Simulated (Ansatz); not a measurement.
# SiNH₄ (quartet): correlated methods under varied settings at distance Si1–H5 along a hydrogen transfer = 1.485 Å

Aim: run SiNH₄ (quartet) at one geometry under a spread of methods and options, and see what each costs and gives.

Program: Ansatz 0.2.0, Gaussian basis. Level of theory: the settings change from run to run. These are calculated values, not measurements.

11 further runs of the same task are left out: 1 for a mislabelled method, 8 that didn't finish, 2 set aside as unsound or not needed.

### Step 1. What is computed

The geometry derives from fragments relaxed apart (PBE0/def2-TZVP) and kept rigid, so it is no stationary point. A hydrogen atom is moved between rigid fragments.

6 atoms, charge 0, spin multiplicity 4.

Atoms are counted from 1 here; the program's logs count them from 0.

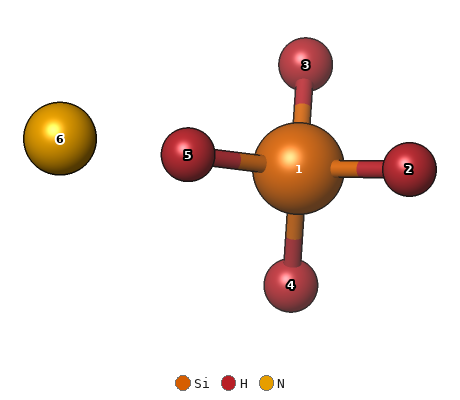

The geometry (silicon orange, hydrogen red, nitrogen amber); atoms are numbered from 1 in the order of the file.

### Step 2. MP2 on ROHF/def2-mTZVP

Input file in.yaml:

```yaml
crystal:
  periodic: [false, false, false]
  atoms:
    - {symbol: Si, position_ang: [-0.973886, 0.000000, 0.000000]}
    - {symbol: H, position_ang: [-1.468758, 1.399708, 0.000000]}
    - {symbol: H, position_ang: [-1.468758, -0.699854, 1.212183]}
    - {symbol: H, position_ang: [-1.468758, -0.699854, -1.212183]}
    - {symbol: H, position_ang: [0.510729, 0.000000, 0.000000]}
    - {symbol: N, position_ang: [2.233114, 0.000000, 0.000000]}
basis:
  gaussian: {orbitals: def2-mTZVP}
magnetization: {spin_polarized: false, initial_magnetization: 3}
correlation: {method: mp2, electrons: outside_noble_gas}
accuracy: high
```

Started as:

```
> ansatz run in.yaml --threads 1 --pin off --events-out ev --progress --plain --max-ram 2393MiB
```

The program printed:

```text
Functional definition: HF
  name "HF"
  cite "Fock, Z. Phys. 61, 126 (1930) doi:10.1007/BF01340294"
  parent pbe
  exchange = exact_x
  correlation = 0
983 factors; integrals over basis functions are off by at most 5.7e-9 eV
mean field evaluation 1: about -9402.5310 eV, gradient 1.3e1 eV
mean field evaluation 2: about -9402.5617 eV, gradient 1.3e1 eV
mean field evaluation 4: about -9404.6810 eV, gradient 2.0e0 eV
mean field evaluation 8: about -9404.7181 eV, gradient 1.6e-1 eV
mean field evaluation 16: about -9404.7184 eV, gradient 3.0e-8 eV
mean field -9404.71842576 eV, -345.6170273996 hartree, gradient 3.0e-8 eV, S^2 3.750000; 0 other end points of the search recorded, 0 dependent functions left out
6 core orbitals not correlated: weight in the atoms' cores, before any rotation towards them, 1.000 or more for the frozen orbitals, at most 0.000 for the correlated occupied ones
reference -9404.71842576 eV, -345.6170273996 hartree; 8, 5 occupied and 39, 42 virtual orbitals, 983 factors
second order -4.53307701 eV of doubles, -0.07102750 eV of singles
Total energy: -9409.32253028 eV, -345.7862251198 hartree
```

Wall time 0.6 s (1 thread of INTEL XEON PLATINUM 8581C at 2.30GHz, shared host).

### Step 3. CCSD/cc-pVDZ

Edit in.yaml of step 2 so:

```diff
@@ -10,5 +10,6 @@
 basis:
-  gaussian: {orbitals: def2-mTZVP}
-magnetization: {spin_polarized: false, initial_magnetization: 3}
-correlation: {method: mp2, electrons: outside_noble_gas}
-accuracy: high
+  gaussian: {orbitals: cc-pVDZ}
+magnetization: {spin_polarized: true, initial_magnetization: 3}
+hamiltonian: {xc: {name: PBE0}}
+correlation: {method: ccsd, electrons: all}
+output: {forces: true}
```

Same command.

The program printed, cut to the lines that bear on the results:

```text
Functional definition: PBE0
  name "PBE0"
  cite "Adamo & Barone, J. Chem. Phys. 110, 6158 (1999) doi:10.1063/1.478522"
  cite "Perdew, Burke & Ernzerhof, Phys. Rev. Lett. 77, 3865 (1996) doi:10.1103/PhysRevLett.77.3865"
  parent pbe
[...]
491 factors; integrals over basis functions are off by at most 1.6e-3 eV
[...]
mean field -9422.30552615 eV, -346.2633414181 hartree, gradient 7.8e-6 eV, S^2 3.754181; 0 other end points of the search recorded, 0 dependent functions left out
reference -9404.18486376 eV, -345.5974193579 hartree; 14, 11 occupied and 38, 41 virtual orbitals, 491 factors
second order -5.74598342 eV of doubles, -0.25403549 eV of singles
cycle   1  -6.83252298 eV  change   -8.3e-1 eV  update   5.7e-2
[...]
cycle  10  -7.11505630 eV  change    8.8e-7 eV  update   4.0e-6
[...]
Total energy: -9411.29992006 eV, -345.8588928540 hartree
Atom 0 at    -0.973886     0.000000     0.000000 Å, force    -0.332298    -0.000004     0.000000 eV/Å
Atom 1 at    -1.468758     1.399708     0.000000 Å, force    -0.063382     0.100731    -0.000000 eV/Å
Atom 2 at    -1.468758    -0.699854     1.212183 Å, force    -0.063380    -0.050364     0.087232 eV/Å
Atom 3 at    -1.468758    -0.699854    -1.212183 Å, force    -0.063380    -0.050364    -0.087232 eV/Å
Atom 4 at     0.510729     0.000000     0.000000 Å, force    -0.846577     0.000000     0.000000 eV/Å
Atom 5 at     2.233114     0.000000     0.000000 Å, force     1.369017    -0.000000    -0.000000 eV/Å
Dipole moment:     0.022902     0.000000    -0.000000 e Å
```

It took 8 s on 1 thread of INTEL XEON PLATINUM 8581C at 2.30GHz, shared host; peak memory 0.28 GiB.

From the report: ⟨S²⟩ of the determinant 3.754 (pure quartet: 3.75); correlation -7.1151 eV; T1 0.013; largest double amplitude 0.03. The orbitals are Kohn-Sham ones, so correlation energy and T1 don't compare with those on Hartree-Fock orbitals.

### Step 4. BCCD on UHF/6-31G*

Edit in.yaml of step 3 so:

```diff
@@ -10,6 +10,5 @@
 basis:
-  gaussian: {orbitals: cc-pVDZ}
+  gaussian: {orbitals: "6-31G*"}
 magnetization: {spin_polarized: true, initial_magnetization: 3}
-hamiltonian: {xc: {name: PBE0}}
-correlation: {method: ccsd, electrons: all}
-output: {forces: true}
+correlation: {method: bccd, electrons: valence}
+scf: {lower_state_search: light}
```

The command is unchanged.

The program printed, cut to the lines that bear on the results:

```text
Functional definition: HF
  name "HF"
  cite "Fock, Z. Phys. 61, 126 (1930) doi:10.1007/BF01340294"
  parent pbe
[...]
428 factors; integrals over basis functions are off by at most 7.7e-4 eV
[...]
mean field -9403.91641144 eV, -345.5875539168 hartree, gradient 2.3e-6 eV, S^2 3.758574; 0 other end points of the search recorded, 0 dependent functions left out
6 core orbitals not correlated: weight in the atoms' cores, before any rotation towards them, 1.000 or more for the frozen orbitals, at most 0.000 for the correlated occupied ones
reference -9403.91641144 eV, -345.5875539168 hartree; 8, 5 occupied and 28, 31 virtual orbitals, 428 factors
second order -4.30337717 eV of doubles, -0.00000000 eV of singles
cycle   1  -5.12812411 eV  change   -8.2e-1 eV  update   6.3e-2
[...]
cycle  10  -5.42705226 eV  change    5.9e-6 eV  update   1.0e-5
Total energy: -9409.34346369 eV, -345.7869944087 hartree
```

Wall time 0.72 s (1 thread of INTEL XEON PLATINUM 8581C at 2.30GHz, shared host).

From the report: ⟨S²⟩ of the determinant 3.759 (pure quartet: 3.75); correlation -5.4271 eV; largest double amplitude 0.03.

### Step 5. MRCISD+Q(5,5)/STO-3G

Edit in.yaml of step 4 so:

```diff
@@ -10,5 +10,4 @@
 basis:
-  gaussian: {orbitals: "6-31G*"}
-magnetization: {spin_polarized: true, initial_magnetization: 3}
-correlation: {method: bccd, electrons: valence}
-scf: {lower_state_search: light}
+  gaussian: {orbitals: STO-3G}
+magnetization: {spin_polarized: false, initial_magnetization: 3}
+correlation: {method: fic_mrcisd_q, electrons: valence, active_space: {window: {electrons: 5, orbitals: 5}}}
```

Same command.

The program printed, cut to the lines that bear on the results:

```text
Functional definition: HF
  name "HF"
  cite "Fock, Z. Phys. 61, 126 (1930) doi:10.1007/BF01340294"
  parent pbe
[...]
204 factors; integrals over basis functions are off by at most 3.8e-5 eV
[...]
mean field -9295.62934647 eV, -341.6080776789 hartree, gradient 7.0e-7 eV, S^2 3.750000; 0 other end points of the search recorded, 0 dependent functions left out
reference -9295.62934647 eV, -341.6080776789 hartree; 14, 11 occupied and 4, 7 virtual orbitals, 204 factors
state -9296.07802971 eV, -341.6245664838 hartree
contracted CI cycle   1: correlation 0.00000000 eV, 0.0000000000 hartree, residual 7.48e0 eV
contracted CI cycle   2: correlation -1.46136995 eV, -0.0537043551 hartree, residual 1.25e0 eV
contracted CI cycle   3: correlation -1.49694983 eV, -0.0550118918 hartree, residual 2.13e-1 eV
contracted CI cycle   4: correlation -1.49803442 eV, -0.0550517494 hartree, residual 5.93e-2 eV
[...]
contracted CI cycle   3: correlation -1.50480216 eV, -0.0553004595 hartree, residual 2.30e-1 eV
contracted CI cycle   4: correlation -1.50615341 eV, -0.0553501170 hartree, residual 6.26e-2 eV
contracted CI cycle   5: correlation -1.50627035 eV, -0.0553544143 hartree, residual 1.62e-2 eV
contracted CI cycle   6: correlation -1.50627737 eV, -0.0553546724 hartree, residual 3.75e-3 eV
contracted CI cycle   7: correlation -1.50627773 eV, -0.0553546856 hartree, residual 1.03e-3 eV
state -9296.07056302 eV, -341.6242920881 hartree; corrected -9297.63963190 eV, -341.6819543059 hartree
state -9296.07056302 eV, -341.6242920881 hartree; corrected -9297.63963190 eV, -341.6819543059 hartree
the orbitals are reached from a further start. From the first start the search ends at -9296.07802037 eV, -341.6245661406 hartree
WARN: the results are in doubt because another end's mean lies 0.007 eV lower, and its corrected mean 0.001 eV higher
Total energy: -9297.63963190 eV, -341.6819543059 hartree
In doubt: another end's mean lies 0.007 eV lower, and its corrected mean 0.001 eV higher
```

Wall time 0.54 s (1 thread of INTEL XEON PLATINUM 8581C at 2.30GHz, shared host).

From the report: 17 determinants; active occupations 1.97, 1.00, 1.00, 1.00, 0.03. The program marks this result as in doubt; its last lines say why.

### Step 6. HF/def2-mTZVP

Edit in.yaml of step 5 so:

```diff
@@ -10,4 +10,5 @@
 basis:
-  gaussian: {orbitals: STO-3G}
+  gaussian: {orbitals: def2-mTZVP, point_charges: [{charge: 0.50, position_ang: [5.014, -0.771, 0.796]}]}
 magnetization: {spin_polarized: false, initial_magnetization: 3}
-correlation: {method: fic_mrcisd_q, electrons: valence, active_space: {window: {electrons: 5, orbitals: 5}}}
+hamiltonian: {xc: hf}
+output: {orbitals: {seedname: orbitals}}
```

Same command.

The program printed:

```text
Functional definition: HF
  name "HF"
  cite "Fock, Z. Phys. 61, 126 (1930) doi:10.1007/BF01340294"
  parent pbe
  exchange = exact_x
  correlation = 0
482 factors; integrals over basis functions are off by at most 7.4e-4 eV
mean field evaluation 1: about -9402.5653 eV, gradient 1.3e1 eV
mean field evaluation 2: about -9402.6015 eV, gradient 1.3e1 eV
mean field evaluation 4: about -9404.7254 eV, gradient 2.2e0 eV
mean field evaluation 8: about -9404.7734 eV, gradient 2.5e-1 eV
mean field -9404.77408743 eV, -345.6190729283 hartree, gradient 2.3e-5 eV, S^2 3.750000; 0 other end points of the search recorded, 0 dependent functions left out
reference -9404.77408743 eV, -345.6190729283 hartree; 14, 11 occupied and 39, 42 virtual orbitals, 482 factors
Total energy: -9404.77408743 eV, -345.6190729283 hartree
```

Run time: 0.24 s. Hardware: 1 thread of INTEL XEON PLATINUM 8581C at 2.30GHz, shared host.

### Step 7. CCSD(T) on UHF/cc-pVDZ

Edit in.yaml of step 6 so:

```diff
@@ -10,5 +10,6 @@
 basis:
-  gaussian: {orbitals: def2-mTZVP, point_charges: [{charge: 0.50, position_ang: [5.014, -0.771, 0.796]}]}
-magnetization: {spin_polarized: false, initial_magnetization: 3}
-hamiltonian: {xc: hf}
-output: {orbitals: {seedname: orbitals}}
+  gaussian: {orbitals: cc-pVDZ}
+magnetization: {spin_polarized: true, initial_magnetization: 3}
+correlation: {method: ccsd_t, electrons: outside_noble_gas}
+accuracy: high
+output: {forces: true}
```

Launched as before.

The program printed, cut to the lines that bear on the results:

```text
Functional definition: HF
  name "HF"
  cite "Fock, Z. Phys. 61, 126 (1930) doi:10.1007/BF01340294"
  parent pbe
[...]
1162 factors; integrals over basis functions are off by at most 3.9e-9 eV
[...]
mean field -9404.54571447 eV, -345.6106803766 hartree, gradient 1.0e-8 eV, S^2 3.758154; 0 other end points of the search recorded, 0 dependent functions left out
6 core orbitals not correlated: weight in the atoms' cores, before any rotation towards them, 1.000 or more for the frozen orbitals, at most 0.000 for the correlated occupied ones
reference -9404.54571447 eV, -345.6106803766 hartree; 8, 5 occupied and 38, 41 virtual orbitals, 1162 factors
second order -5.25248929 eV of doubles, -0.00000000 eV of singles
cycle   1  -6.21357508 eV  change   -9.6e-1 eV  update   6.3e-2
[...]
cycle  22  -6.53538480 eV  change   4.2e-10 eV  update  8.7e-10
perturbative correction -0.10075636 eV, -0.0037027280 hartree
[...]
Total energy: -9411.18185562 eV, -345.8545540660 hartree
Atom 0 at    -0.973886     0.000000     0.000000 Å, force    -0.363920    -0.000004    -0.000000 eV/Å
Atom 1 at    -1.468758     1.399708     0.000000 Å, force    -0.072276     0.129096    -0.000000 eV/Å
Atom 2 at    -1.468758    -0.699854     1.212183 Å, force    -0.072275    -0.064546     0.111796 eV/Å
Atom 3 at    -1.468758    -0.699854    -1.212183 Å, force    -0.072275    -0.064546    -0.111796 eV/Å
Atom 4 at     0.510729     0.000000     0.000000 Å, force    -0.738634    -0.000000    -0.000000 eV/Å
Atom 5 at     2.233114     0.000000     0.000000 Å, force     1.319381     0.000000     0.000000 eV/Å
Dipole moment:     0.020561     0.000000    -0.000000 e Å
```

Run time: 10 s. Hardware: 1 thread of INTEL XEON PLATINUM 8581C at 2.30GHz, shared host; peak memory 0.36 GiB.

From the report: ⟨S²⟩ of the determinant 3.758 (pure quartet: 3.75); correlation -6.6361 eV; T1 0.011; largest double amplitude 0.03.

### Step 8. The runs in one table

Where basis and cores are those of an earlier UCCSDT(Q)/cc-pVDZ run (-9411.2079 eV), and the state is the same kind, the miss against it is given. † marks a result that the program doubts.

| level | correlated | functions | energy (eV) | from UCCSDT(Q) (meV) | time |
| --- | --- | --- | --- | --- | --- |
| MP2 on ROHF/def2-mTZVP | outside noble gas | 53 | -9409.3225 |  | 0.6 s |
| CCSD/cc-pVDZ (on PBE0 orbitals) | all | 52 | -9411.2999 |  | 8 s |
| BCCD on UHF/6-31G* | valence | 42 | -9409.3435 |  | 0.72 s |
| MRCISD+Q(5,5)/STO-3G † | valence | 18 | -9297.6396 |  | 0.54 s |
| HF/def2-mTZVP (beside a point charge) |  | 53 | -9404.7741 |  | 0.24 s |
| CCSD(T) on UHF/cc-pVDZ | outside noble gas | 52 | -9411.1819 | 26.0 | 10 s |

### Step 9. Outcome

| quantity | value |
| --- | --- |
| runs | 6 |
| quickest | HF/def2-mTZVP (beside a point charge), 0.24 s |
| slowest | CCSD(T) on UHF/cc-pVDZ, 10 s |

In words: Total energies in different bases, with other cores or another treatment of relativity can't be set against each other. CCSD(T) on UHF/cc-pVDZ took 42 times as long as HF/def2-mTZVP (beside a point charge); the jobs differ in more than the method.
